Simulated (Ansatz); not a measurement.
**Run report: CH9ClN2Si, molecular dynamics (part 5 of 5)**

CH9ClN2Si; UKS PBE-D4/STO-3G (Ansatz 0.2.0). It belongs to a series of runs on one base structure; here: dynamics from the start.

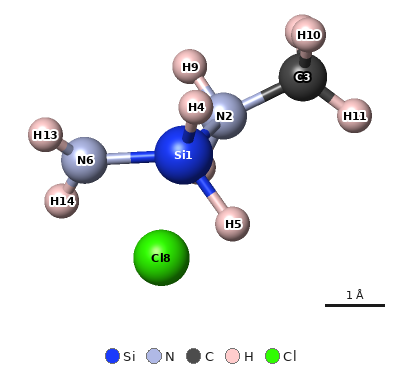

*The geometry at step 136 of the log (ball-and-stick view, seen at a tilt; atoms are numbered from 1 in the order of the input).*

### Trajectory as extended XYZ, continued
```
14
Properties=species:S:1:pos:R:3:forces:R:3 step=122 time_fs=61.0 energy=-24268.95398 temperature=673.4
Si   -0.9236    0.4684    0.4714    1.7427   0.4468  -1.7007
N     0.6298   -0.3018   -0.4663   -1.6801  -3.3798   3.0435
C     0.7971    0.0733   -1.8820    3.3606  -0.9661  -0.2560
H    -2.0589    0.4227   -0.4321   -0.0464  -0.0086  -0.2856
H    -0.3823    1.8147    0.6036   -0.5180   0.1663   0.0868
N    -1.3157   -0.5720    1.7296    1.0378  -0.1789   1.9979
H     1.4755   -0.1077    0.6416   -1.0328   0.4159  -0.7883
Cl    1.4920    0.4999    2.0786    0.5072  -0.4979  -0.0475
H     0.3604   -1.4111   -0.5290    0.7804   2.4589   0.4856
H    -0.1312    0.2482   -2.3084   -2.9962   0.2603  -1.8769
H     1.3598    0.9936   -1.9569    0.6615   1.0488   0.0174
H     1.3868   -0.7185   -2.4377   -0.6613   0.6176   0.2978
H    -2.2963   -0.9214    1.8309    0.3323   0.0306   0.4714
H    -0.6716   -0.4901    2.6097   -1.4877  -0.4138  -1.4454
14
Properties=species:S:1:pos:R:3:forces:R:3 step=125 time_fs=62.5 energy=-24268.84173 temperature=604.1
Si   -0.9282    0.4631    0.4611    1.1139   0.2923  -1.2312
N     0.6226   -0.2887   -0.4580   -1.6701  -3.0723   2.5641
C     0.7985    0.0805   -1.8716    5.6536  -1.7937  -0.5502
H    -2.0960    0.4391   -0.4122    0.1660  -0.0646  -0.2899
H    -0.3842    1.7934    0.5968   -0.4002   0.4713   0.1107
N    -1.3229   -0.5692    1.7317    0.2443  -0.4955   2.0003
H     1.4254   -0.1672    0.6206   -0.6694   0.9582  -0.4304
Cl    1.5024    0.5002    2.0817    0.3264  -0.7553  -0.3330
H     0.3734   -1.3691   -0.5505    0.4739   1.5710   0.6441
H    -0.0943    0.1804   -2.3305   -4.5623   0.6341  -2.4089
H     1.3724    1.0032   -1.9867    0.3045   0.5917   0.0672
H     1.3736   -0.7658   -2.4452   -0.8247   1.5708   1.0532
H    -2.3160   -0.9579    1.8360    1.3637   0.4890   0.3078
H    -0.6664   -0.4935    2.6081   -1.5196  -0.3969  -1.5039
14
Properties=species:S:1:pos:R:3:forces:R:3 step=128 time_fs=64.0 energy=-24269.13756 temperature=788.1
Si   -0.9319    0.4580    0.4498    0.4495   0.1719  -0.6391
N     0.6128   -0.2802   -0.4459   -1.4215  -0.9343   1.7567
C     0.8092    0.0846   -1.8626    2.0023  -0.8378  -2.7522
H    -2.1296    0.4540   -0.3985    0.4079  -0.1371  -0.2597
H    -0.3948    1.7819    0.5923   -0.3056   0.6354   0.1196
N    -1.3296   -0.5672    1.7368   -0.5312  -0.4180   0.5366
H     1.3613   -0.2063    0.5907   -0.0563   1.3984   0.0870
Cl    1.5130    0.5000    2.0845    0.1169  -0.9263  -0.5742
H     0.3959   -1.2961   -0.5584   -0.1756  -1.0410   0.5672
H    -0.1456    0.1256   -2.3991   -0.7451   0.5727  -0.1091
H     1.3912    1.0251   -2.0150   -0.2764  -0.1959   0.2126
H     1.3438   -0.7811   -2.4312   -0.2692   1.4496   1.1082
H    -2.3082   -0.9846    1.8478    1.3284   0.5465   0.1833
H    -0.6922   -0.5054    2.5762   -0.5239  -0.2840  -0.2369
14
Properties=species:S:1:pos:R:3:forces:R:3 step=131 time_fs=65.5 energy=-24268.84995 temperature=607.3
Si   -0.9353    0.4531    0.4380   -0.1404   0.2318   0.0374
N     0.6008   -0.2731   -0.4310   -1.2758   1.3374   0.6406
C     0.8236    0.0872   -1.8583   -1.3917   0.4340  -3.5539
H    -2.1544    0.4660   -0.3905    0.5725  -0.2129  -0.2527
H    -0.4121    1.7838    0.5904   -0.2777   0.5496   0.1027
N    -1.3371   -0.5657    1.7426   -0.8333   0.1525  -1.7392
H     1.2963   -0.2155    0.5629    0.7464   1.6309   0.7738
Cl    1.5237    0.4993    2.0869   -0.0635  -0.9739  -0.7253
H     0.4148   -1.2458   -0.5544   -0.7086  -3.5440   0.3390
H    -0.2155    0.0836   -2.4714    2.0518   0.7615   1.6892
H     1.4044    1.0432   -2.0386   -0.6260  -0.7002   0.3612
H     1.3088   -0.7667   -2.3943    0.6952   0.3690   0.4850
H    -2.2736   -1.0004    1.8636    0.1546   0.0910   0.1262
H    -0.7282   -0.5233    2.5406    1.0966  -0.1267   1.7159
14
Properties=species:S:1:pos:R:3:forces:R:3 step=133 time_fs=66.5 energy=-24268.64567 temperature=477.5
Si   -0.9376    0.4500    0.4302   -0.4868   0.3975   0.4808
N     0.5917   -0.2675   -0.4204   -1.4840   0.8749  -0.3516
C     0.8322    0.0893   -1.8589   -2.8761   1.2515  -3.0143
H    -2.1644    0.4715   -0.3881    0.6029  -0.2546  -0.2766
H    -0.4270    1.7917    0.5904   -0.2900   0.3663   0.0776
N    -1.3428   -0.5646    1.7452   -0.1781   0.7147  -2.4541
H     1.2608   -0.2025    0.5526    1.2454   1.6301   1.2076
Cl    1.5308    0.4985    2.0883   -0.1415  -0.9404  -0.7611
H     0.4198   -1.2507   -0.5473   -0.5996  -3.0450   0.3916
H    -0.2411    0.0645   -2.5016    2.7620   0.8712   2.1526
H     1.4062    1.0476   -2.0503   -0.6352  -0.7261   0.4068
H     1.2925   -0.7512   -2.3631    1.4136  -0.6936  -0.1778
H    -2.2470   -1.0092    1.8758   -0.9507  -0.3933   0.1219
H    -0.7416   -0.5370    2.5343    1.6182  -0.0534   2.1965
14
Properties=species:S:1:pos:R:3:forces:R:3 step=136 time_fs=68.0 energy=-24268.77678 temperature=560.8
Si   -0.9414    0.4455    0.4187   -0.9407   0.7450   1.0231
N     0.5761   -0.2584   -0.4053   -1.6267  -1.7908  -1.6160
C     0.8406    0.0943   -1.8642   -3.9846   1.3052  -1.8120
H    -2.1687    0.4752   -0.3898    0.5152  -0.2928  -0.3542
H    -0.4546    1.8094    0.5916   -0.3108   0.0102   0.0321
N    -1.3513   -0.5621    1.7462    1.5069   1.0804  -1.1320
H     1.2307   -0.1543    0.5595    1.5660   1.3762   1.4140
Cl    1.5413    0.4968    2.0900   -0.1633  -0.8073  -0.7049
H     0.4177   -1.3055   -0.5289   -0.0654  -0.0213   0.6937
H    -0.2300    0.0514   -2.5086    2.7772   0.9216   2.1165
H     1.3982    1.0422   -2.0606   -0.3139  -0.2643   0.3689
H     1.2948   -0.7426   -2.3208    1.9905  -1.5921  -0.7667
H    -2.2260   -1.0302    1.8961   -1.6752  -0.7096   0.0363
H    -0.7347   -0.5583    2.5609    0.7249   0.0394   0.7013
14
Properties=species:S:1:pos:R:3:forces:R:3 step=139 time_fs=69.5 energy=-24269.15534 temperature=801.7
Si   -0.9460    0.4416    0.4081   -1.2776   1.0260   1.3376
N     0.5581   -0.2519   -0.3924   -0.8847  -3.2849  -1.8989
C     0.8421    0.1013   -1.8727   -2.7321  -0.8129  -0.6767
H    -2.1621    0.4726   -0.3991    0.2991  -0.3025  -0.4538
H    -0.4888    1.8275    0.5936   -0.2880  -0.2942   0.0009
N    -1.3576   -0.5580    1.7455    1.6609   0.2953   1.0108
H     1.2330   -0.0768    0.5954    1.1874   0.8387   0.8614
Cl    1.5518    0.4946    2.0913   -0.0518  -0.5701  -0.4748
H     0.4138   -1.3626   -0.4960    0.2576   2.1268   0.7591
H    -0.1613    0.0580   -2.4714    1.3629   0.7806   1.1214
H     1.3838    1.0316   -2.0630    0.2261   0.5164   0.2750
H     1.3378   -0.7647   -2.2933    1.3303  -0.4891  -0.3372
H    -2.2377   -1.0648    1.9167   -0.5074  -0.0152  -0.3019
H    -0.7127   -0.5786    2.6020   -0.5824   0.1851  -1.2228
14
Properties=species:S:1:pos:R:3:forces:R:3 step=142 time_fs=71.0 energy=-24269.17168 temperature=811.9
Si   -0.9515    0.4384    0.3984   -1.4875   1.0857   1.4393
N     0.5387   -0.2503   -0.3825    0.2732  -2.8982  -1.6699
C     0.8391    0.1069   -1.8823    1.7278  -2.8425   1.6843
H    -2.1491    0.4635   -0.4181    0.0456  -0.2942  -0.5209
H    -0.5292    1.8394    0.5956   -0.2090  -0.4327   0.0020
N    -1.3615   -0.5534    1.7462    0.7091  -0.6640   1.9825
H     1.2604    0.0184    0.6494    0.4728   0.1185  -0.0855
Cl    1.5623    0.4921    2.0923    0.1828  -0.2174   0.0359
H     0.4150   -1.3768   -0.4472    0.3085   2.5077   0.5278
H    -0.0673    0.0809   -2.4126   -2.4195   0.3967  -1.3587
H     1.3739    1.0314   -2.0593    0.5329   0.8735   0.2874
H     1.4084   -0.7965   -2.2728    0.0258   1.2082   0.2209
H    -2.2601   -1.0994    1.9308    0.9117   0.8636  -0.6483
H    -0.7019   -0.5951    2.6189   -1.0743   0.2948  -1.8967
14
Properties=species:S:1:pos:R:3:forces:R:3 step=144 time_fs=72.0 energy=-24268.98614 temperature=697.0
Si   -0.9558    0.4368    0.3926   -1.5826   0.9738   1.4242
N     0.5259   -0.2517   -0.3774    0.9558  -1.7485  -1.5338
C     0.8382    0.1080   -1.8873    4.8761  -3.2269   3.4386
H    -2.1395    0.4540   -0.4369   -0.0810  -0.2837  -0.5168
H    -0.5586    1.8424    0.5970   -0.1339  -0.4115   0.0198
N    -1.3634   -0.5509    1.7483    0.0676  -0.9056   1.7042
H     1.2853    0.0843    0.6856    0.0207  -0.3572  -0.7640
Cl    1.5693    0.4903    2.0930    0.3790   0.0529   0.5621
H     0.4195   -1.3567   -0.4080    0.2561   1.8201   0.2879
H    -0.0278    0.1015   -2.3859   -4.9542   0.1634  -3.0216
H     1.3733    1.0412   -2.0534    0.4466   0.6477   0.3811
H     1.4576   -0.8056   -2.2573   -0.7053   1.8399   0.3286
H    -2.2661   -1.1134    1.9330    1.3229   1.1295  -0.7408
H    -0.7069   -0.6027    2.6084   -0.8678   0.3061  -1.5695
14
Properties=species:S:1:pos:R:3:forces:R:3 step=147 time_fs=73.5 energy=-24269.14772 temperature=796.2
Si   -0.9632    0.4350    0.3848   -1.7136   0.6145   1.3238
N     0.5081   -0.2557   -0.3716    1.6870   1.2365  -1.5259
C     0.8441    0.1049   -1.8897    3.5708  -2.4661   3.0532
H    -2.1268    0.4345   -0.4742   -0.1342  -0.2630  -0.4072
H    -0.6050    1.8399    0.5995   -0.0092  -0.2254   0.0598
N    -1.3662   -0.5481    1.7534   -0.6933  -0.4593  -0.0883
H     1.3220    0.1756    0.7243   -0.4943  -0.8967  -1.6553
Cl    1.5800    0.4877    2.0943    0.6397   0.3821   1.4068
H     0.4305   -1.2990   -0.3447    0.1403  -0.6317  -0.0004
H    -0.0536    0.1350   -2.3984   -3.0435  -0.0671  -2.2084
H     1.3794    1.0661   -2.0374    0.0466  -0.0545   0.5420
H     1.5178   -0.7865   -2.2286   -1.1760   1.7580   0.1347
H    -2.2522   -1.1146    1.9231    0.9233   0.8635  -0.6279
H    -0.7276   -0.6088    2.5677    0.2564   0.2091  -0.0068
14
Properties=species:S:1:pos:R:3:forces:R:3 step=150 time_fs=75.0 energy=-24269.09560 temperature=764.1
Si   -0.9720    0.4336    0.3780   -1.9267   0.1802   1.1577
N     0.4929   -0.2578   -0.3683    2.0740   3.8862  -1.8073
C     0.8560    0.0975   -1.8867   -1.1210  -0.4111   1.4383
H    -2.1166    0.4095   -0.5200   -0.0262  -0.2317  -0.1805
H    -0.6516    1.8327    0.6033    0.1101   0.0623   0.0927
N    -1.3701   -0.5460    1.7583   -0.5886   0.7989  -2.3425
H     1.3485    0.2481    0.7285   -0.7514  -1.1311  -1.8790
Cl    1.5912    0.4853    2.0965    0.7242   0.4797   1.6609
H     0.4447   -1.2551   -0.2809    0.1490  -2.9546  -0.0129
H    -0.1412    0.1667   -2.4562    1.4135  -0.4591   0.1612
H     1.3866    1.0899   -2.0099   -0.3713  -0.6603   0.6013
H     1.5542   -0.7313   -2.1975   -0.7129   0.5580  -0.3688
H    -2.2202   -1.0986    1.9001   -0.5738  -0.1656  -0.2745
H    -0.7423   -0.6105    2.5274    1.6012   0.0481   1.7534
```

This output came from the following input.

### Input
```yaml
crystal:
  periodic: [false, false, false]
  atoms:
    - { symbol: Si, position_ang: [-0.7837, 0.5289, 0.659] }
    - { symbol: "N", position_ang: [0.6392, -0.4537, -0.5706] }
    - { symbol: C, position_ang: [0.8923, 0.095, -1.8799] }
    - { symbol: H, position_ang: [-1.819, 0.3746, -0.3849] }
    - { symbol: H, position_ang: [-0.5794, 1.9659, 0.7737] }
    - { symbol: "N", position_ang: [-1.3551, -0.6071, 1.8031] }
    - { symbol: H, position_ang: [1.5639, -0.2192, 0.3605] }
    - { symbol: Cl, position_ang: [1.3548, 0.5159, 1.9408] }
    - { symbol: H, position_ang: [0.4641, -1.449, -0.6001] }
    - { symbol: H, position_ang: [0.009, -0.0124, -2.5166] }
    - { symbol: H, position_ang: [1.1168, 1.1554, -1.7818] }
    - { symbol: H, position_ang: [1.736, -0.3985, -2.3702] }
    - { symbol: H, position_ang: [-2.3451, -0.7678, 1.8776] }
    - { symbol: H, position_ang: [-0.8936, -0.728, 2.6894] }
magnetization:
  spin_polarized: true
basis:
  gaussian: { orbitals: STO-3G }
hamiltonian:
  xc: pbe
  dispersion: d4
md:
  timestep: 0.5
  n_steps: 150
  ensemble: nve
  temperature: 600.0
  initial_velocities: maxwell_boltzmann
  seed: 286210
```

Launched with:
```bash
ansatz run input.yaml --threads 1 --pin off --max-ram 2048MiB --backend cpu --events-out ev --progress --plain --runs-dir out
```

### Key numbers

- outcome: finished
- mean temperature over the second half: 661 K
- trajectory: 150 steps, 75 fs
- ensemble: nve
- temperature in the input: 600.0 K
- time step: 0.5 fs
- potential energy (last step): −24269.0956 eV
- mean-field energy (last step): −24268.7774 eV
- largest force (length of the vector) (last step): 4.761 eV/Å
- hardware: 1 thread of Arm Neoverse V1, 24 GiB of memory available, shared host
- wall time: 11 min
- peak memory: 0.12 GiB

So short a trajectory is not equilibrated.
